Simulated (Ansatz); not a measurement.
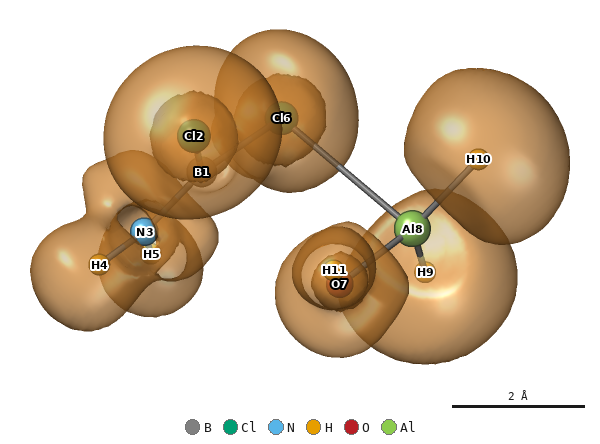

Figure. AlBCl$_{2}$H$_{5}$NO. Isosurface of the electron localisation function at 0.75 (orange), seen from one side. Only the valence region is drawn (cores and ρ < 0.01 e/Å³ removed).

The calculation used RKS B3LYP-D4/def2-SVP in Ansatz 0.2.0.

```xyz
11

B     0.0743   -0.2712    0.2023
Cl    0.4532   -0.5962    1.8967
N     1.0237   -0.2900   -0.7984
H     2.0139   -0.3703   -0.5976
H     0.8022   -0.0678   -1.7620
Cl   -1.6760   -0.0899   -0.2675
O    -0.0184    2.4664    0.7231
Al   -1.6929    2.5565    0.2845
H    -1.9523    3.0373   -1.1977
H    -2.7957    2.5715    1.4219
H     0.2706    2.3340    1.6314
```

What do the ELF domains correspond to?

Answer. The ELF exceeds this value in two regions around hydrogen nuclei, two regions on Cl in which the atom's valence shell and bonds are merged, one joined region spread over several atoms (H, N), in which their bonds and any lone pairs are merged and one joined region spread over several atoms (H, O), in which their bonds and any lone pairs are merged. Along the contacts the grid gives the following. B–N (1.38 Å): the ELF peaks at about 0.90 between the atoms; a short, strongly polar bond. Al–O (1.73 Å): the ELF peaks at about 0.90 in the valence shell of O, 0.6 Å from its nucleus, and is about 0.40 at the midpoint.
